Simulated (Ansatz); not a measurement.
**UBHLYP/def2-SVPD run of C2H6Al (SMILES [CH3][Al][CH3])**

Aim: the electronic atomisation energy of C2H6Al at UBHLYP/def2-SVPD, from 4 runs. 

The results are computed with Ansatz 0.2.0.

27 further runs of the same task are left out: 27 set aside as unsound or not needed.

## Step 1: The system as given

C2H6Al has 9 atoms, charge 0, and is taken as a doublet. SMILES: `[CH3][Al][CH3]`. Geometry: relaxed at PBE0-D4/def2-TZVP.

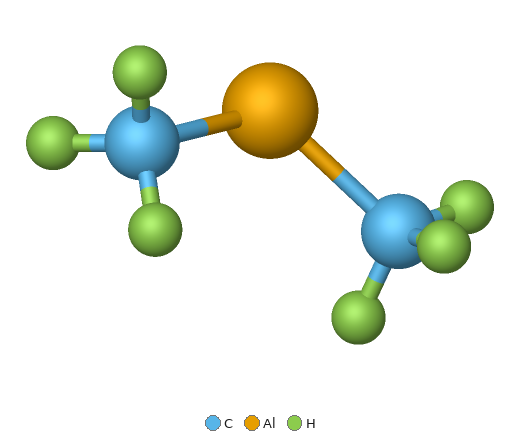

The structure, seen from a chosen angle (carbon blue, aluminium amber, hydrogen green).

## Step 2: The energy at UBHLYP/def2-SVPD

File in.yaml:

```yaml
crystal:
  periodic: [false, false, false]
  atoms:
    - {symbol: C, position_ang: [-0.810700, 1.130600, -0.941500]}
    - {symbol: Al, position_ang: [0.731000, 0.705500, 0.211900]}
    - {symbol: C, position_ang: [0.877300, -1.111400, 0.957800]}
    - {symbol: H, position_ang: [-1.467800, 0.264500, -1.069000]}
    - {symbol: H, position_ang: [-0.481900, 1.460900, -1.931900]}
    - {symbol: H, position_ang: [-1.401500, 1.950000, -0.519700]}
    - {symbol: H, position_ang: [0.915300, -1.838200, 0.137400]}
    - {symbol: H, position_ang: [-0.021800, -1.337900, 1.543500]}
    - {symbol: H, position_ang: [1.748700, -1.270300, 1.594400]}
basis:
  gaussian:
    orbitals: def2-SVPD
magnetization:
  spin_polarized: true
  initial_magnetization: 1
hamiltonian:
  xc: {name: BHLYP}
accuracy: high
output:
  orbitals: {seedname: orbitals}
```

Run with:

```sh
$ ansatz run in.yaml --threads 1 --pin off --max-ram 3480MiB --events-out events.jsonl --progress --plain --runs-dir runs
```

Log:

```text
Warning: RAYON_NUM_THREADS=1 ignored (pool sized by the plan → 1); use --threads N
Functional definition: BHLYP
  name "BHLYP"
  parameter a = 0.5
  exchange = (1 - a)*b88_x + a*exact_x
  correlation = lyp_c
2260 factors; integrals over basis functions are off by at most 3.5e-9 eV
mean field evaluation 1: about -8756.0147 eV, gradient 3.7e1 eV
mean field evaluation 2: about -8757.2006 eV, gradient 3.2e1 eV
mean field evaluation 4: about -8762.8610 eV, gradient 3.7e-1 eV
mean field evaluation 8: about -8762.8648 eV, gradient 2.8e-2 eV
mean field evaluation 16: about -8762.8648 eV, gradient 8.6e-6 eV
mean field -8762.86483736 eV, -322.0293430899 hartree, gradient 2.8e-8 eV, S^2 0.752410; 0 other end points of the search recorded, 0 dependent functions left out
reference -8762.86486774 eV, -322.0293442062 hartree; 16, 15 occupied and 96, 97 virtual orbitals, 2260 factors
Total energy: -8762.86486774 eV, -322.0293442062 hartree
```

Wall time 13 s (1 thread of Arm Neoverse V2, shared host); peak memory 0.49 GiB.

## Step 3: The Al atom at the same level

File molecule.yaml:

```yaml
crystal:
  periodic: [false, false, false]
  atoms:
    - symbol: Al
      position_ang: [0.000000, 0.000000, 0.000000]
basis:
  gaussian:
    orbitals: def2-SVPD
hamiltonian:
  xc: {name: BHLYP}
accuracy: high
magnetization:
  spin_polarized: true
  initial_magnetization: 1
```

Run with:

```sh
$ ansatz run molecule.yaml --threads 1 --pin off --max-ram 3480MiB --events-out events.jsonl --progress --plain --runs-dir runs
```

Log:

```text
Warning: RAYON_NUM_THREADS=1 ignored (pool sized by the plan → 1); use --threads N
[... 5 set-up lines as earlier in the session ...]
202 factors; integrals over basis functions are off by at most 1.9e-9 eV
mean field evaluation 1: about -6592.8656 eV, gradient 1.7e0 eV
mean field evaluation 2: about -6592.9152 eV, gradient 5.0e-1 eV
mean field evaluation 4: about -6592.9207 eV, gradient 3.6e-2 eV
mean field evaluation 8: about -6592.9207 eV, gradient 2.6e-4 eV
mean field evaluation 16: about -6592.9207 eV, gradient 9.0e-8 eV
mean field -6592.92069441 eV, -242.2853666773 hartree, gradient 9.0e-8 eV, S^2 0.756321; 0 other end points of the search recorded, 0 dependent functions left out
reference -6592.92070960 eV, -242.2853672356 hartree; 7, 6 occupied and 17, 18 virtual orbitals, 202 factors
Total energy: -6592.92070960 eV, -242.2853672356 hartree
```

Wall time 0.7 s (1 thread of Arm Neoverse V2, shared host).

## Step 4: The C atom

File in.yaml:

```yaml
crystal:
  periodic: [false, false, false]
  atoms:
    - {symbol: C, position_ang: [0.000000, 0.000000, 0.000000]}
basis:
  gaussian:
    orbitals: def2-SVPD
magnetization:
  spin_polarized: true
  initial_magnetization: 2
hamiltonian:
  xc: {name: BHLYP}
accuracy: high
```

Run the same way, it converges to -37.80276 Eh (log not shown).

## Step 5: The H atom, same level

File run.yaml:

```yaml
crystal:
  periodic: [false, false, false]
  atoms:
    - {symbol: H, position_ang: [0.000000, 0.000000, 0.000000]}
basis:
  gaussian: {orbitals: def2-SVPD}
magnetization: {spin_polarized: true, initial_magnetization: 1}
hamiltonian: {xc: {name: BHLYP}}
accuracy: high
```

Run the same way, it converges to -0.49784 Eh (log not shown).

## Step 6: Outcome

Level: UBHLYP/def2-SVPD.

| quantity | value |
| --- | --- |
| molecule: total energy | -322.02934 Eh |
| molecule: HOMO energy (highest over α and β) | -5.79 eV |
| molecule: LUMO energy (lowest over α and β) | -1.17 eV |
| molecule: ⟨S²⟩ | 0.752 |
| Al atom: total energy | -242.28537 Eh |
| Al atom: ⟨S²⟩ | 0.756 |
| C atom: total energy | -37.80276 Eh |
| C atom: ⟨S²⟩ | 2.005 |
| H atom: total energy | -0.49784 Eh |
| H atom: ⟨S²⟩ | 0.750 |
| electronic atomisation energy | 31.332 eV |

In words: Taking the molecule apart into free atoms costs 31.33 eV (3023 kJ/mol), before zero-point energy and without spin-orbit coupling.
